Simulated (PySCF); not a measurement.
## A study: SiH2Me(vinyl) (C$_{3}$H$_{8}$Si)

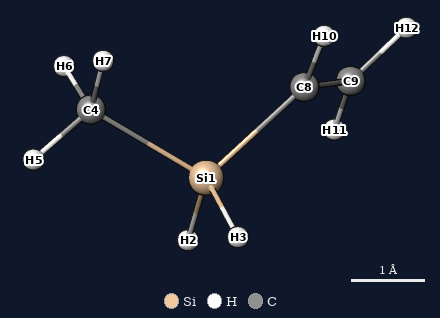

The molecule, with its atoms numbered as below. No frequency check shows the geometry to be a minimum.

Geometry (Å), atoms numbered from 1:

```
Si1     -0.5139   -0.5979    0.0727
H2      -0.3654   -1.4355   -1.1233
H3      -0.8458   -1.4398    1.2321
C4      -1.8952    0.6794   -0.1953
H5      -2.8518    0.1908   -0.3555
H6      -1.6958    1.3054   -1.0609
H7      -2.0020    1.3341    0.6652
C8       1.1005    0.3096    0.4217
C9       2.2061    0.2017   -0.2979
H10      1.1178    0.9709    1.2812
H11      2.2561   -0.4397   -1.1630
H12      3.1128    0.7399   -0.0633
```

### 1. Bonding charge

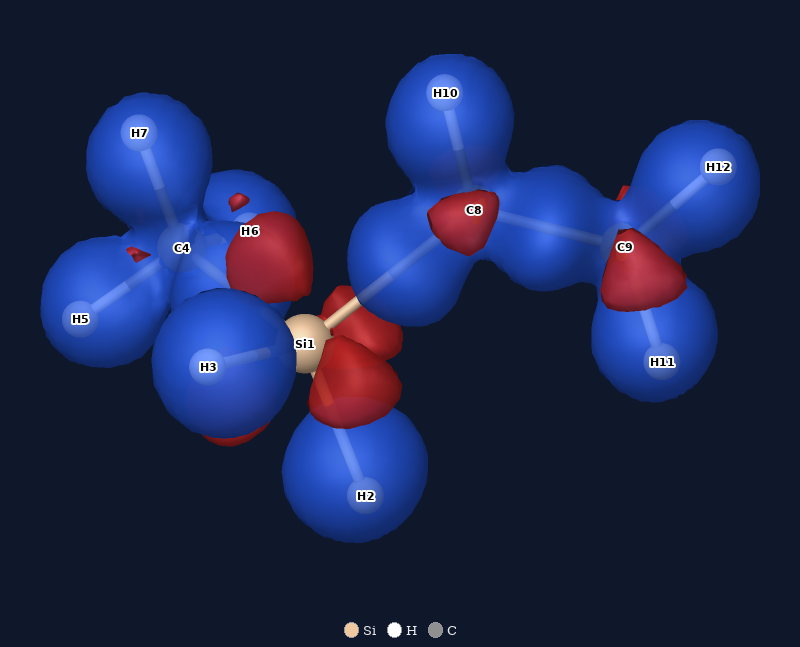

Deformation density (molecule less spherical, spin-averaged free atoms at the same positions), surfaces at ±0.09 e/Å³; blue: gain, red: loss.

Level of theory: TPSS/def2-TZVP (PySCF), at a geometry from GFN2-xTB.

Question: Describe the bonding that the map shows.

Answer: The five largest and four smallest: C8–C9: +0.75 e/Å³ at the bond critical point (bond length 1.32 Å, Mayer order 2.0). C9–H11: +0.74 e/Å³ at the bond critical point (bond length 1.08 Å, Mayer order 0.9). C9–H12: +0.73 e/Å³ at the bond critical point (bond length 1.08 Å, Mayer order 0.9). C8–H10: +0.70 e/Å³ at the bond critical point (bond length 1.08 Å, Mayer order 0.9). C4–H6: +0.66 e/Å³ at the bond critical point (bond length 1.09 Å, Mayer order 0.9). Si1–H2: +0.21 e/Å³ at the bond critical point (bond length 1.47 Å, Mayer order 0.9). Si1–H3: +0.21 e/Å³ at the bond critical point (bond length 1.47 Å, Mayer order 0.9). Si1–C8: +0.17 e/Å³ at the bond critical point (bond length 1.89 Å, Mayer order 1.0). Si1–C4: +0.17 e/Å³ at the bond critical point (bond length 1.90 Å, Mayer order 1.0). In all, 2.6 electrons gather in the regions of gain relative to the promolecule.

Question: Where do the Hirshfeld charges lie?

Answer: The highest Hirshfeld charge is on Si1 (+0.34 e), the lowest on C4 (−0.18 e).

| atom | charge (e) |
| --- | --- |
| Si1 | +0.34 |
| H2 | −0.09 |
| H3 | −0.09 |
| C4 | −0.18 |
| H5 | +0.04 |
| H6 | +0.04 |
| H7 | +0.04 |
| C8 | −0.13 |
| C9 | −0.07 |
| H10 | +0.04 |
| H11 | +0.04 |
| H12 | +0.04 |

### 2. Bond critical points

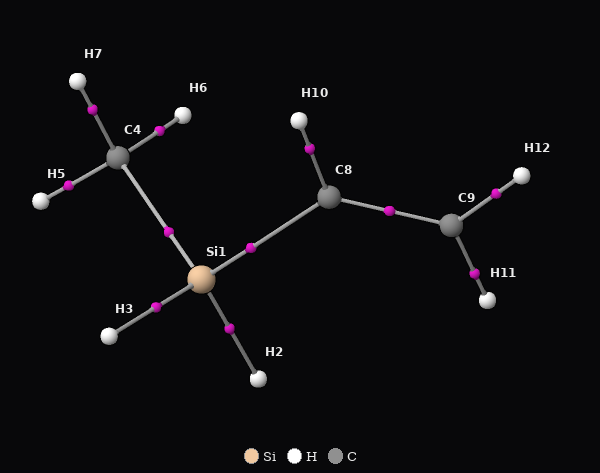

Molecular graph of the electron density (QTAIM): bond paths, bond critical points (magenta), ring points (cyan, if any); weak paths are dashed.

Question: How many critical points of each kind are there, and does the count close?

Answer: 12 nuclei, 11 bond, 0 ring and 0 cage critical points: 12 − 11 + 0 − 0 = 1, as the Poincaré–Hopf relation requires.

Question: Tabulate density, Laplacian, ellipticity and energy density at the bond critical points (atomic units).

Answer:
| bond | length (Å) | ρ (a.u.) | ∇²ρ (a.u.) | ε | H (a.u.) |
| --- | --- | --- | --- | --- | --- |
| C8–C9 | 1.324 | 0.355 | −1.09 | 0.30 | −0.422 |
| C9–H11 | 1.078 | 0.289 | −1.03 | 0.01 | −0.298 |
| C9–H12 | 1.080 | 0.287 | −1.02 | 0.01 | −0.295 |
| C8–H10 | 1.085 | 0.281 | −0.97 | 0.01 | −0.286 |
| C4–H5 | 1.086 | 0.276 | −0.93 | 0.02 | −0.278 |
| C4–H6 | 1.087 | 0.276 | −0.93 | 0.02 | −0.278 |
| C4–H7 | 1.087 | 0.275 | −0.92 | 0.02 | −0.278 |
| Si1–H2 | 1.468 | 0.123 | +0.20 | 0.00 | −0.075 |
| Si1–H3 | 1.471 | 0.122 | +0.20 | 0.00 | −0.074 |
| Si1–C8 | 1.885 | 0.117 | +0.21 | 0.05 | −0.067 |
| Si1–C4 | 1.900 | 0.115 | +0.17 | 0.01 | −0.068 |

Question: What kind of interaction is Si1–H3?

Answer: Polar or intermediate (positive Laplacian, negative energy density H): ρ = 0.122, ∇²ρ = +0.20, H = −0.074 a.u.

### 3. Local ionisation energy

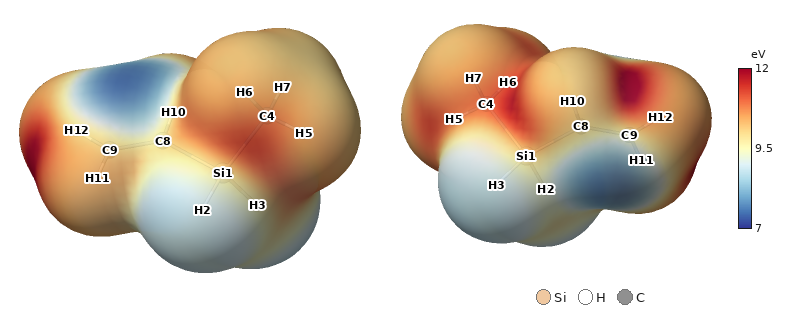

Average local ionisation energy on the surface of electron density 0.001 a.u. (back view left, front view right).

Question: Locate the minima of the map.

Answer: The lowest value is 7.5 eV, off the C8–C9 bond (2.2 Å from its atoms). Further minima include 8.6 eV, 1.5 Å from H3; 8.8 eV, 1.5 Å from H2; 9.9 eV, near H5 (1.72 Å) and H7 (1.90 Å), over C4 (2.0 Å). For comparison, the highest occupied orbital lies at −6.7 eV.

Question: What volume does the surface enclose, and what is the dipole moment?

Answer: About 122 Å³; the dipole moment is 0.6 D.

### 4. Excited states

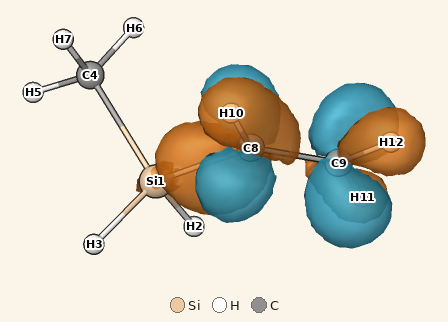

Unrelaxed difference density of S₁ less the ground state (TDA singlet states), ±0.04 e/Å³; light blue: gain, orange: loss.

Method: CAM-B3LYP/6-31+G*; geometry: GFN2-xTB; program: PySCF.

Question: How does the charge move on excitation?

Answer: 0.69 e is displaced in all, of which about 0.2 e passes between atoms: Si1 (0.10 e) and H10 (0.06 e) lose electrons and C9 (0.24 e) gains them. The state: 6.90 eV (180 nm), f = 0.005; the leading pair carries 99 %; hole on C8 (33 %), Si1 (20 %) and C9 (14 %), electron on C9 (38 %), C8 (32 %) and Si1 (10 %); their centroids lie 0.5 Å apart.

The PySCF runs shown took 65 s and 2.9 min on 1 thread of Arm Neoverse V1, on a shared host.
